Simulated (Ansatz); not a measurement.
## How methods differ on C2Si

C2Si: 3 atoms, total charge 0, spin state singlet. The coordinates come from a GFN2-xTB relaxation.

```tsv
atom	x (Å)	y (Å)	z (Å)
C	-1.1118	0.7375	-0.5228
C	-0.1352	0.0892	-0.0636
Si	1.2470	-0.8267	0.5864
```

Each level gives the electronic atomisation energy (eV). The values are calculated. Electronic energies at fixed atoms, without zero-point motion or spin-orbit coupling.

| level | kind | program | value (eV) | less FCI/STO-3G |
| --- | --- | --- | --- | --- |
| PBE/STO-3G | GGA | Ansatz | 15.69 | +3.16 |
| BHLYP/STO-3G | global hybrid | Ansatz | 12.86 | +0.33 |
| HSE06/STO-3G | range-separated hybrid | Ansatz | 14.50 | +1.97 |
| wB97X/STO-3G | range-separated hybrid | Ansatz | 13.64 | +1.11 |
| B2PLYP/STO-3G | double hybrid | Ansatz | 13.64 | +1.11 |
| RPA@PBE/STO-3G | RPA | Ansatz | 11.49 | -1.04 |
| MP2/STO-3G | perturbation theory | Ansatz | 12.50 | -0.03 |
| CCSDTQ/STO-3G | coupled cluster or CI | Ansatz | 12.54 | +0.01 |
| FCI/STO-3G | exact in the basis | Ansatz | 12.53 | 0.00 |

FCI/STO-3G is exact within its basis and frozen core, so for wave-function methods in that basis the difference is their error; functionals converge differently with the basis, so for them it is only a difference. The values span 11.49 to 15.69 eV. All rows use very small basis sets, so none should be taken for the real molecule's value.

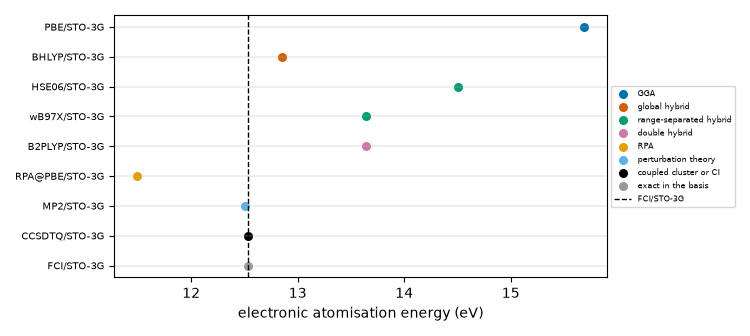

The values of the table, level by level.
